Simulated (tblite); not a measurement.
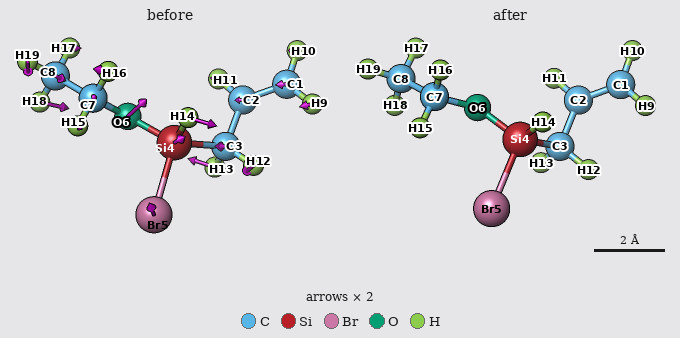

The structure of C$_{5}$H$_{11}$BrOSi before (left) and after (right) a relaxation, at one scale. The purple arrows give the displacements, 2 times their true length.

Style: ball-and-stick. Shown from a free direction.

Method: GFN2-xTB geometry optimisation, gas phase in tblite 0.8.0. 

> Describe what moved and what it gained.

Over 66 geometry steps the energy falls by 24.9 kJ/mol. The atom that moves furthest after the best rigid fit is O6 (0.50 Å). Largest moves by element: O 0.50 Å, H 0.49 Å, Br 0.28 Å, Si 0.27 Å, C 0.23 Å. Some distances before and after: Si4–O6 1.664 → 1.605 Å, Si4–H14 1.491 → 1.457 Å, C1–C2 1.354 → 1.320 Å, C2–C3 1.508 → 1.488 Å. Bond angles that change, for instance: Si4–O6–C7 119.1° → 131.1°, C3–Si4–O6 113.9° → 105.6°, O6–Si4–H14 108.9° → 113.9°. Groups turn about Si4–O6 by about 30°. Cost: 0.65 s on 1 thread of Arm Neoverse V1, with other jobs on the host.
